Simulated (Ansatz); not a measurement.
## AlPH$_{5}$O$_{2}$F: frequency calculation

AlPH$_{5}$O$_{2}$F, computed with RHF/6-31G* (Ansatz 0.2.0).

It belongs to a series of runs on one base structure; here: vibrations at the highest image of the band. Figures and captions count atoms from 1; the log counts them from 0 in places.

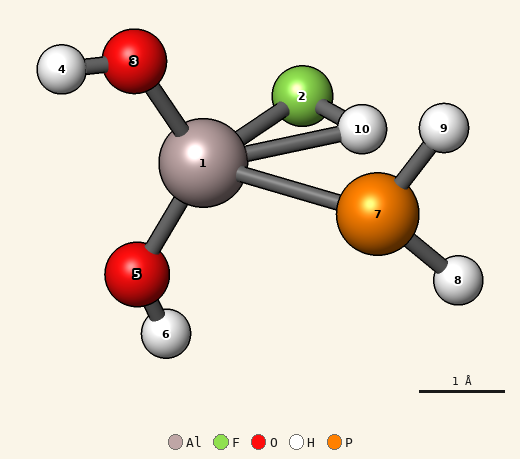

Figure 1. The structure as given in the input (ball-and-stick view, seen at a tilt; atoms are numbered from 1 in the order of the input). Sticks mark near contacts. Bond lengths as drawn: Al–F 1.82 Å, Al–H 1.97 Å, Al–O 1.69 Å, Al–P 2.47 Å, F–H 1.10 Å, H–O 0.94 Å and H–P 1.39 Å.

### Input
```yaml
crystal:
  periodic: [false, false, false]
  atoms:
    - { symbol: Al, position_ang: [0.185333, 0.085954, -0.055639] }
    - { symbol: F, position_ang: [0.37798, -0.196717, 1.734338] }
    - { symbol: O, position_ang: [1.643002, -0.289887, -0.816251] }
    - { symbol: H, position_ang: [1.724312, -0.564016, -1.715892] }
    - { symbol: O, position_ang: [-1.30866, -0.431716, -0.640482] }
    - { symbol: H, position_ang: [-2.172718, -0.323206, -0.280512] }
    - { symbol: P, position_ang: [0.194901, 2.456205, 0.642251] }
    - { symbol: H, position_ang: [-0.795023, 2.91635, 1.510358] }
    - { symbol: H, position_ang: [1.346122, 2.971578, 1.233694] }
    - { symbol: H, position_ang: [0.370252, 0.907854, 1.720534] }
basis:
  gaussian: { orbitals: "6-31G*" }
hamiltonian:
  xc: hf
phonons: {}
```

Run on 1 thread of Arm Neoverse V2, 24 GiB of memory available, shared host.

Launch command:
```bash
ansatz run input.yaml --threads 1 --pin off --max-ram 2048MiB --backend cpu --events-out ev --progress --plain --runs-dir out
```

### Log
```
Engine: ansatz 0.2.0, aarch64-unknown-linux-gnu
Functional definition: HF
  exchange = exact_x
  correlation = 0
917 factors; integrals over basis functions are off by at most 5.1e-4 eV
mean field evaluation 1: about -22710.4397 eV, gradient 5.2e1 eV
mean field evaluation 2: about -22710.4941 eV, gradient 5.2e1 eV
mean field evaluation 4: about -22715.6392 eV, gradient 2.8e0 eV
mean field evaluation 8: about -22715.6779 eV, gradient 1.4e-1 eV
mean field -22715.67800855 eV, -834.7857695747 hartree, gradient 2.1e-5 eV, S^2 0.000000; 0 other end points of the search recorded, 0 dependent functions left out
the calculation of the forces begins
reference -22715.67800855 eV, -834.7857695747 hartree; 29, 29 occupied and 64, 64 virtual orbitals, 917 factors
these checks for a lower state are left out or cut short: stability, starts, cluster_reference, orbital_swaps, neighbouring_geometries, increment
917 factors; integrals over basis functions are off by at most 5.1e-4 eV
mean field evaluation 16: about -22715.6778 eV, gradient 2.7e-4 eV
mean field -22715.67784557 eV, -834.7857635851 hartree, gradient 1.9e-6 eV, S^2 0.000000; 0 other end points of the search recorded, 0 dependent functions left out
[... from here on the field's lines of each further geometry are left out, up to the last ...]
the calculation of the forces begins
reference -22715.67800798 eV, -834.7857695536 hartree; 29, 29 occupied and 64, 64 virtual orbitals, 917 factors
these checks for a lower state are left out or cut short: stability, starts, cluster_reference, orbital_swaps, neighbouring_geometries, increment
917 factors; integrals over basis functions are off by at most 5.1e-4 eV
mean field -22715.67797701 eV, -834.7857684157 hartree, gradient 1.1e-6 eV, S^2 0.000000; 0 other end points of the search recorded, 0 dependent functions left out
the calculation of the forces begins
reference -22715.67797701 eV, -834.7857684157 hartree; 29, 29 occupied and 64, 64 virtual orbitals, 917 factors
WARN: phonons: modes at or below zero, which the zero-point energy, F, S and C_V leave out: 1, the lowest at -1231.43 cm⁻¹. A minimum has none, and a first-order saddle one
Total energy: -22715.67800855 eV, -834.7857695747 hartree
Atom 0 at     0.185333     0.085954    -0.055639 Å, force    -0.002688    -0.002635    -0.003747 eV/Å
Atom 1 at     0.377980    -0.196717     1.734338 Å, force     0.006709    -0.017362    -0.002588 eV/Å
Atom 2 at     1.643002    -0.289887    -0.816251 Å, force    -0.005530    -0.000573     0.000706 eV/Å
Atom 3 at     1.724312    -0.564016    -1.715892 Å, force     0.003094     0.001322     0.000550 eV/Å
Atom 4 at    -1.308660    -0.431716    -0.640482 Å, force     0.000741    -0.005291     0.001493 eV/Å
Atom 5 at    -2.172718    -0.323206    -0.280512 Å, force    -0.000156     0.004102    -0.001443 eV/Å
Atom 6 at     0.194901     2.456205     0.642251 Å, force     0.004986     0.003913    -0.000706 eV/Å
Atom 7 at    -0.795023     2.916350     1.510358 Å, force     0.001285    -0.003970     0.000699 eV/Å
Atom 8 at     1.346122     2.971578     1.233694 Å, force    -0.000983     0.000549    -0.001158 eV/Å
Atom 9 at     0.370252     0.907854     1.720534 Å, force    -0.007458     0.019944     0.006194 eV/Å
Dipole moment:    -0.273173     0.108759     0.220592 e Å
Vibrations: -1231.43 81.20 128.60 176.31 218.16 232.06 250.28 273.08 288.62 394.28 428.48 527.32 593.55 655.50 699.85 837.65 986.25 1078.08 1207.13 1696.80 2651.24 2667.94 4183.50 4206.88 cm⁻¹, zero-point energy 1.516498 eV
```

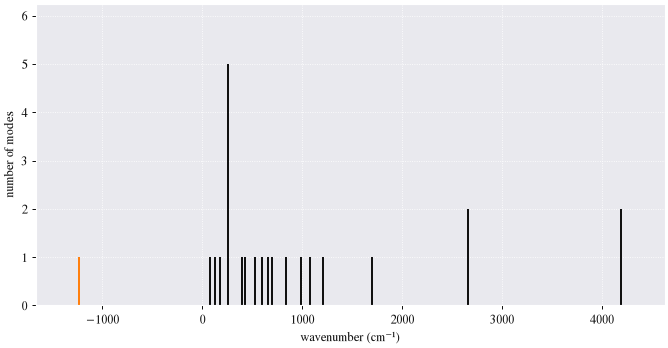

Figure 2. Harmonic vibrational wavenumbers from the force constants; neighbouring modes closer than 25 cm⁻¹ are counted in one stick, and imaginary ones are drawn at negative wavenumbers. 24 modes from 1231i to 4207 cm⁻¹, 1 imaginary beyond 8i (1231i cm⁻¹): a first-order saddle point, if the geometry is stationary.

### Key numbers

- outcome: converged
- total energy: −22715.6780 eV
- mean-field energy: −22715.6780 eV
- largest force (length of the vector): 0.022 eV/Å
- wall time: 93 s
- peak memory: 0.17 GiB
